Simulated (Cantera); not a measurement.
A closed system holds: 1 mol CHF3, 0.12 mol F2, at 1.00 bar.

Method: chemical equilibrium by Gibbs-energy minimisation in Cantera with the NASA 1993 tables (ideal gas, pure condensed phases). Candidate condensed phases: C, C6H6, C7H8, C8H18; 95 gas species. The tables' values for C2F4 are old estimates; treat these amounts as uncertain. Gases not in the tables: C2F6 and larger saturated fluorocarbons. Kinetics and transport are ignored.

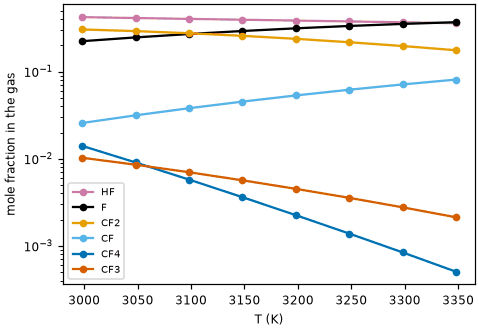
Equilibrium gas composition (values under 1e-9 drawn at 1e-9)

Question: Read off the mole fractions at 3348 K.

Answer: F about 0.37, HF about 0.36, CF2 about 0.18, CF about 0.081, CF3 about 0.0021, CF4 about 0.00051.
